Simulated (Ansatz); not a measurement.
# AlH6NO: what the fields show

Input

```
crystal:
  periodic: [false, false, false]
  atoms:
    - { symbol: Al, position_ang: [-0.030859, -0.163602, -0.185108] }
    - { symbol: H, position_ang: [-0.154903, -0.261608, 1.379351] }
    - { symbol: H, position_ang: [1.337856, -0.092027, -0.95712] }
    - { symbol: "N", position_ang: [-1.559324, -0.268158, -1.091632] }
    - { symbol: H, position_ang: [-2.474381, -0.390508, -0.676121] }
    - { symbol: H, position_ang: [-1.633993, -0.225943, -2.100968] }
    - { symbol: O, position_ang: [-0.217135, 2.402445, 1.291575] }
    - { symbol: H, position_ang: [-1.147087, 2.651037, 1.164404] }
    - { symbol: H, position_ang: [-0.265774, 1.555764, 1.801819] }
basis:
  gaussian: { orbitals: "6-31G*" }
hamiltonian:
  xc: b3lyp
  dispersion: d4
relax:
  f_tol: 0.03
  max_steps: 50
output:
  orbitals: {}
```

Run with:

```sh
ansatz run input.yaml --threads 1 --pin off --max-ram 2048MiB --backend cpu --events-out ev --progress --plain --runs-dir out
```

The fields are those of the relaxed geometry.

All numbers below come from RKS B3LYP-D4/6-31G* in Ansatz 0.2.0.

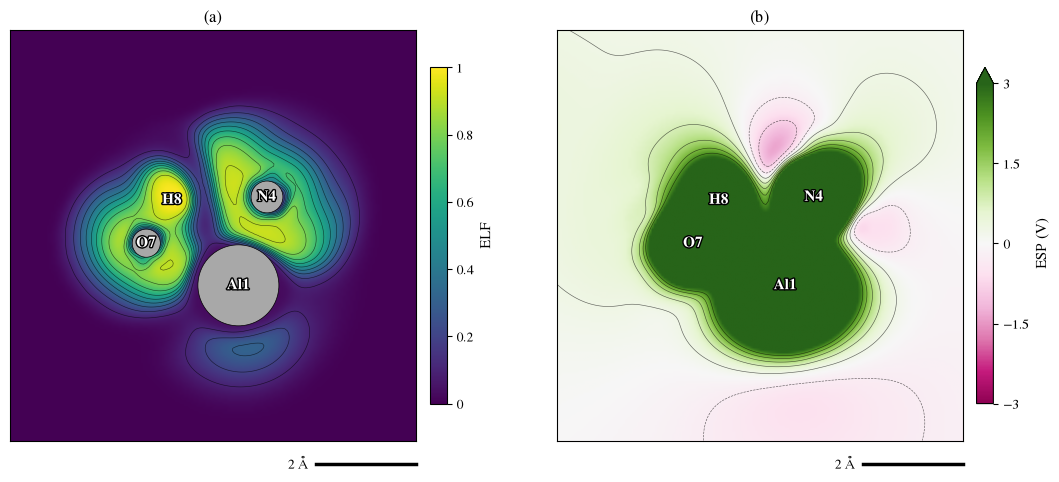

Figure 1. (a) electron localisation function; (b) electrostatic potential on the plane of atoms Al1, O7 and H8. Grey discs cover the atomic cores in the ELF map.

What does the map show?

Answer. Atoms in the plane: Al, N, O and H.
Al–N (1.86 Å): the ELF peaks at about 0.90 in the valence shell of N, 0.7 Å from its nucleus, and is about 0.70 at the midpoint.
Al–O (2.03 Å): the ELF peaks at about 0.90 in the valence shell of O, 0.6 Å from its nucleus, and is about 0.45 at the midpoint.
The ELF also peaks beside N4, away from the bonds: lone-pair regions.
Outside the dense part of the molecule the potential is most negative (−1.3 V) near N4.

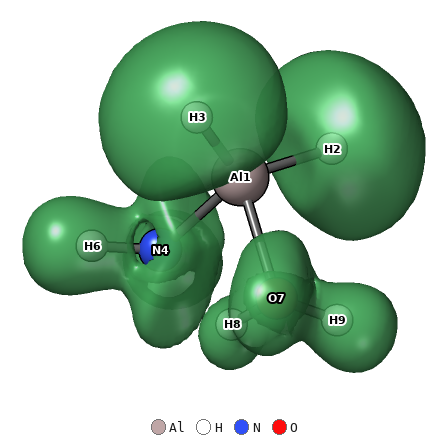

Figure 2. Isosurface of the ELF at 0.75 (green), seen at a tilt. Core shells and regions of very low density are left out.

What do the ELF domains correspond to?

Answer. The surface consists of two regions around hydrogen nuclei, one joined region spread over several atoms (H, N), in which their bonds and any lone pairs are merged and one joined region spread over several atoms (H, O), in which their bonds and any lone pairs are merged.

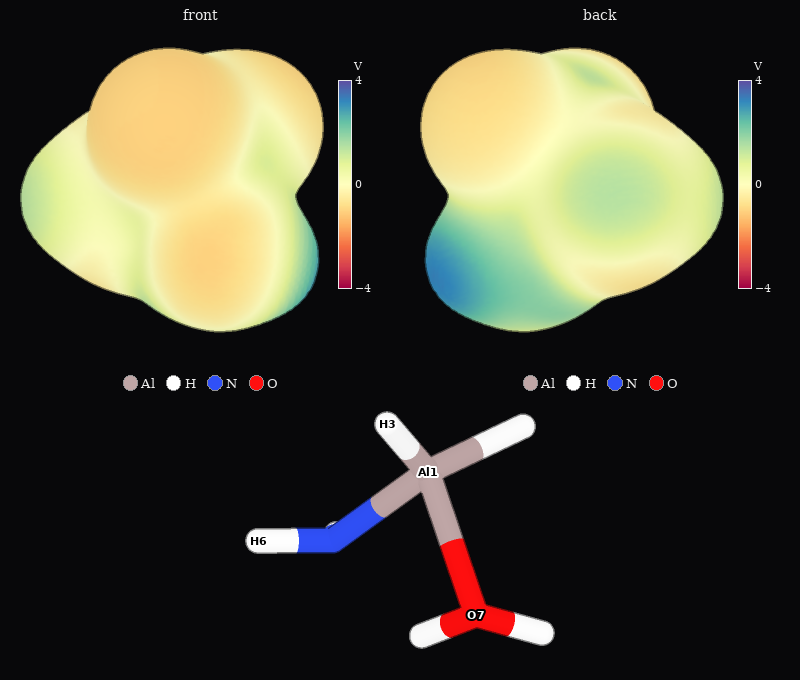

Figure 3. The electrostatic potential painted on the density surface at 0.002 e/bohr³, seen from the front and from behind; the colour scale runs from red (negative) to blue (positive). The bare structure is drawn below in the same view.

Describe the electrostatic potential map.

Answer. The most negative region (about −1.0 V) lies over H3 and O7, the most positive (about +3.2 V) over H9.
